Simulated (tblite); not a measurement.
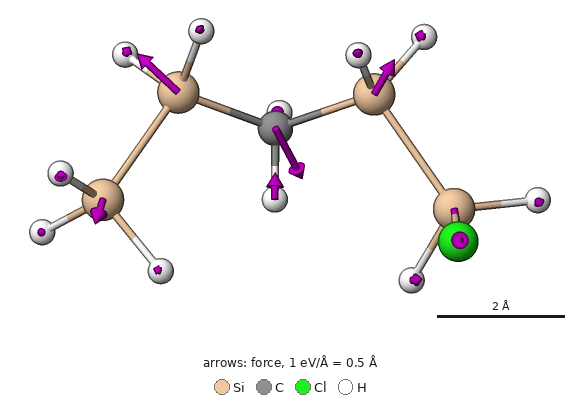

Starting geometry of CH₁₁ClSi₄ with the computed forces as purple arrows. Style: ball-and-stick. Shown at a tilt.

All numbers below come from GFN2-xTB geometry optimisation, gas phase in tblite. 

What follows when this structure is relaxed?

It isn't relaxed: the largest force vector, on the C atom, is 2.25 eV/Å. The final displacements have little in common with the starting forces (cosine between the two patterns 0.03). The atom that moves furthest after the best rigid fit is the Cl atom (1.43 Å). By element the largest moves are Cl 1.43 Å, H 1.40 Å, Si 0.74 Å, C 0.64 Å. Among the contacts that change: C–Si 1.831 → 1.915 Å, Si–Si 2.232 → 2.312 Å, Cl–Si 2.081 → 2.032 Å, C–Si 1.863 → 1.904 Å. Among the angles between lasting bonds that change: Cl–Si–H 113.1° → 105.0°, Si–Si–H 107.4° → 115.3°, H–Si–H 112.4° → 105.1°. Groups turn about C–Si by about 70°, Si–Si by about 30°, Si–Si by about 30°. After 276 geometry steps the energy has fallen by 53.6 kJ/mol.
